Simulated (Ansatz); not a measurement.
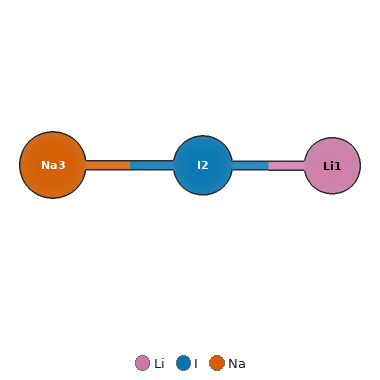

The system is Li⁺ + INa; the picture shows the reference structure. 
- Coordinates scanned: (1) distance Li1–I2; (2) distance I2–Na3.
- Nothing is relaxed (the angle Li1–I2–Na3 is fixed at 180 degrees).
- The grid has 17 × 17 points.
- Energies: kJ/mol, counted from Li with charge +1 far from the relaxed INa (each part in its own basis).
- The D4 coefficients can switch as the alkali atoms part, which puts small steps into the map.
- Level of theory: RKS PBE-D4/def2-SVPD in Ansatz.

Its coordinates:

```yaml
atoms:
  - { symbol: Li, position_ang: [-2.4890, 0.0000, 0.0000] }
  - { symbol: I, position_ang: [0.0000, 0.0000, 0.0000] }
  - { symbol: Na, position_ang: [2.8870, 0.0000, 0.0000] }
```

Range: distance Li1–I2 from 2.136 to 3.736 Å; distance I2–Na3 from 2.440 to 4.040 Å.

What landscape does the calculation give?

Answer. The lowest grid point is at distance Li1–I2 = 2.489 Å, distance I2–Na3 = 2.887 Å, −205 kJ/mol from Li with charge +1 far from the relaxed INa (each part in its own basis). The highest grid point, distance Li1–I2 = 3.736 Å, distance I2–Na3 = 4.040 Å, lies 141 kJ/mol above the lowest.

```csv
"distance I2–Na3 ↓, distance Li1–I2 →",2.180,2.318,2.489,2.682,2.893,3.119,3.357,3.607
4.040,−137,−156,−161,−153,−137,−116,−96,−75
3.785,−148,−168,−173,−166,−150,−130,−111,−91
3.541,−158,−178,−184,−177,−162,−143,−125,−105
3.308,−167,−187,−194,−188,−173,−155,−138,−119
3.090,−174,−195,−202,−197,−183,−166,−149,−131
2.887,−177,−198,−205,−201,−188,−171,−155,−137
2.704,−170,−192,−200,−196,−183,−167,−151,−135
2.547,−153,−175,−183,−180,−168,−152,−137,−120
2.440,−131,−153,−162,−159,−147,−132,−117,−100
```

The table holds every second grid line.

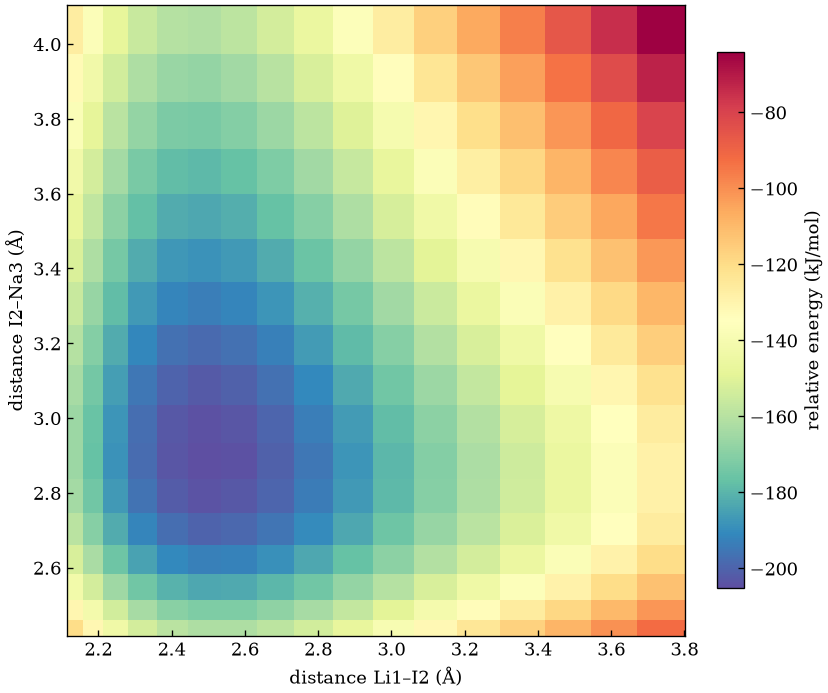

The picture shows one coloured cell a grid point.

Each point was launched as `ansatz run input.yaml --threads 1 --pin off --max-ram 2560MiB --backend cpu --events-out ev --progress --plain --runs-dir out`. The whole map (289 points run) took 12 min on 1 thread of Arm Neoverse V1 (shared host).
